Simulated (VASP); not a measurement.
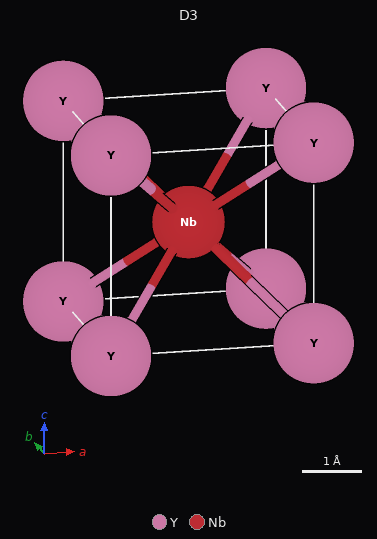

A crystal of YNb (a generated structure, set up in Pm-3m), relaxed (cell and atoms) with several dispersion corrections. The picture shows the result with D3. Style: ball-and-stick. Shown: the cell of the calculation, slightly off an axis.

Computed with VASP 6.6.1: revPBE, VASP PAW PBE potentials, recommended. Settings: plane-wave cutoff 600 eV; k-point mesh 7 × 7 × 7; occupations fermi-dirac; smearing width 0.05 eV; no spin polarisation.

| dispersion correction | volume (Å³/atom) | a (Å) |
| --- | --- | --- |
| D3 | 22.653 | 3.565 |
| D4 | 23.154 | 3.591 |
| none | ? | ? |
| dDsC | 22.804 | 3.573 |
| D2 | 23.916 | 3.630 |
| D3(BJ) | 21.912 | 3.526 |

Fill in the missing row.

Answer. With none the volume is the largest of the series, above D2 (23.916). The calculation gives 24.028 Å³/atom (a = 3.636 Å). In order of volume: D3(BJ) < D3 < dDsC < D4 < D2 < none; the spread is 9.7 %.
